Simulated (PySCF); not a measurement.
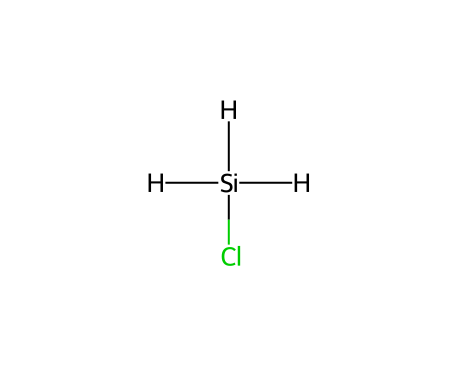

Computed geometry: PBE0-D3(BJ)/def2-SVP optimisation. No frequency run is at hand to confirm it as a minimum. Program: PySCF 2.14.0.

Compare HOMO–LUMO gap (eV), HOMO energy (eV) at these levels: PBE0/pcSseg-1 in benzene (IEF-PCM); PBE0/pcSseg-1 in methanol (IEF-PCM); ωB97X-D/def2-SVPD; ωB97X-D/def2-SVPD in benzene (IEF-PCM); ωB97X-D/def2-SVPD in methanol (IEF-PCM).

| level | HOMO–LUMO gap (eV) | HOMO energy (eV) |
| --- | --- | --- |
| PBE0/pcSseg-1 in benzene (IEF-PCM) | 9.00 | −9.04 |
| PBE0/pcSseg-1 in methanol (IEF-PCM) | 9.10 | −9.04 |
| ωB97X-D/def2-SVPD | 12.37 | −10.96 |
| ωB97X-D/def2-SVPD in benzene (IEF-PCM) | 12.45 | −10.95 |
| ωB97X-D/def2-SVPD in methanol (IEF-PCM) | 12.53 | −10.95 |
